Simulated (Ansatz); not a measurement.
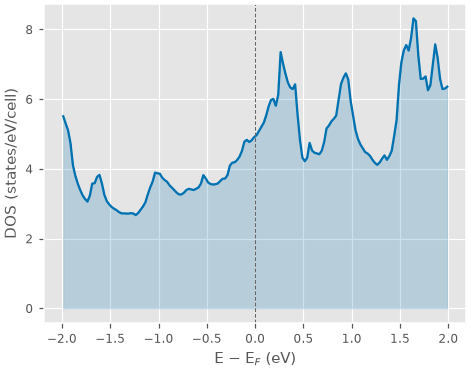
Fig. 1. Density of states of W$_{2}$C (P-31m) near the Fermi level, PBEsol, rigid bands run with Ansatz (an electronic-structure program).

### Question
With 9 atoms a cell, what bare Sommerfeld coefficient γ = (π²/3) k_B² N(E_F) follows?

### Answer
N(E_F) ≈ 5.0 states/eV a cell at 300 K, so γ ≈ 1.30 mJ/(mol of atoms·K²), before many-body enhancement (phonons, spin fluctuations, correlation).

### Question
How far does the Fermi level move in a rigid band for 0.1 electron a cell added or removed?

### Answer
20 meV and -20 meV.

A metal at this level (no band gap); rigid bands, thermally averaged at 300 K, both spins. Spin-orbit coupling is left out, which matters with elements this heavy. Geometry: cell and atoms relaxed with PBEsol.

Computed structure with no diffraction record at hand here (it may be known, metastable or hypothetical): W2C (P-31m).
